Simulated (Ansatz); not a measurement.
The starting structures come from a database of crystals and need not be the phases stable at ambient conditions.

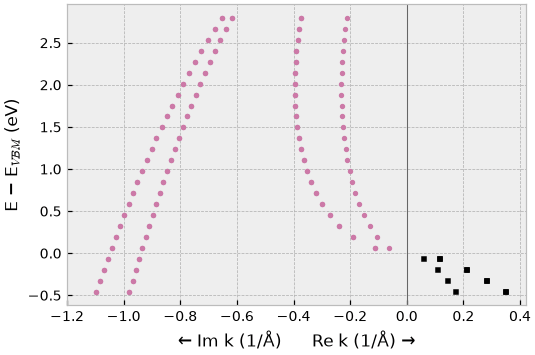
Fig. 1. Complex bands at the centre of the two-dimensional zone; r2SCAN (Ansatz, a first-principles code)

The gap is the functional's own, uncorrected, and κ follows it; spin-orbit coupling is left out. Mid-gap means the computed energy nearest the middle.

This is CaSe (Fm-3m, rock salt, 2 atoms a cell, 26.2 Å³ an atom) along the normal of (111). Read off the slowest decay at the centre of the two-dimensional zone at 1.24 eV, the computed energy nearest the middle of the gap.

κ ≈ 0.22 1/Å, a decay length 1/(2κ) of the density of 2.3 Å.
